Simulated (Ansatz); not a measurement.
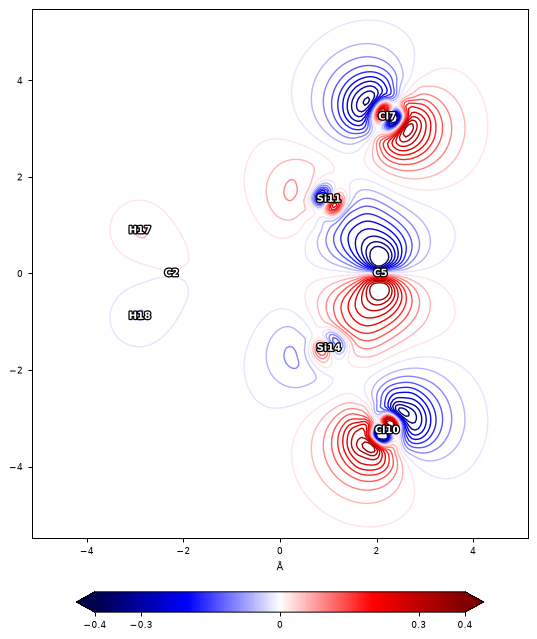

*C$_{6}$H$_{12}$Cl$_{4}$Si$_{4}$. The HOMO on the plane of atoms Si11, C5 and Si14 (values in Å⁻³ᐟ²; the overall sign is arbitrary).*

Geometry: r2SCAN-D4/def2-SVP.

The calculation used Ansatz 0.2.0, isolated molecule in a Gaussian basis; Kohn-Sham density functional theory, functional PBE0.

Input

```
crystal:
  periodic: [false, false, false]
  atoms:
    - {symbol: C, position_ang: [-1.205200, 1.702413, -0.567485]}
    - {symbol: C, position_ang: [1.253111, 0.309079, -1.734056]}
    - {symbol: C, position_ang: [-1.284558, -1.295737, -1.159191]}
    - {symbol: C, position_ang: [1.205210, -1.702424, 0.567437]}
    - {symbol: C, position_ang: [-1.253055, -0.309111, 1.734084]}
    - {symbol: C, position_ang: [1.284499, 1.295786, 1.159212]}
    - {symbol: Cl, position_ang: [-3.976718, 0.103719, 0.007996]}
    - {symbol: Cl, position_ang: [1.415688, 3.513940, -1.213749]}
    - {symbol: Cl, position_ang: [1.246996, -2.857144, -2.471204]}
    - {symbol: Cl, position_ang: [1.314035, -0.760507, 3.676964]}
    - {symbol: Si, position_ang: [-1.890204, 0.049287, 0.003769]}
    - {symbol: Si, position_ang: [0.672902, 1.670240, -0.576910]}
    - {symbol: Si, position_ang: [0.592749, -1.358047, -1.174595]}
    - {symbol: Si, position_ang: [0.624564, -0.361476, 1.747734]}
    - {symbol: H, position_ang: [-1.581291, 1.934260, -1.580273]}
    - {symbol: H, position_ang: [-1.563044, 2.507260, 0.099676]}
    - {symbol: H, position_ang: [0.911885, 0.521275, -2.763362]}
    - {symbol: H, position_ang: [2.357489, 0.285106, -1.760697]}
    - {symbol: H, position_ang: [-1.661767, -1.106270, -2.180343]}
    - {symbol: H, position_ang: [-1.689568, -2.274277, -0.843978]}
    - {symbol: H, position_ang: [2.308908, -1.754860, 0.573304]}
    - {symbol: H, position_ang: [0.835442, -2.686703, 0.907145]}
    - {symbol: H, position_ang: [-1.611576, 0.467197, 2.433901]}
    - {symbol: H, position_ang: [-1.657630, -1.273685, 2.090248]}
    - {symbol: H, position_ang: [0.961822, 2.094815, 1.850854]}
    - {symbol: H, position_ang: [2.389321, 1.285885, 1.173528]}
basis:
  gaussian:
    orbitals: def2-SVP
hamiltonian:
  xc: {name: PBE0}
output: {forces: true, orbitals: {seedname: orbitals}}
```

Command:

```sh
ansatz run input.yaml --threads 8 --pin off --max-ram 13920MiB --events-out events.jsonl --progress --plain --runs-dir runs
```

Q: Describe this orbital and give its energy.

A: Its weight (Hirshfeld) is mainly on Cl7 (about 15 %), Cl8 (about 15 %), Cl10 (about 15 %) and C5 (about 10 %). It is one of a degenerate set, so its orientation is arbitrary. Its energy is −8.23 eV.
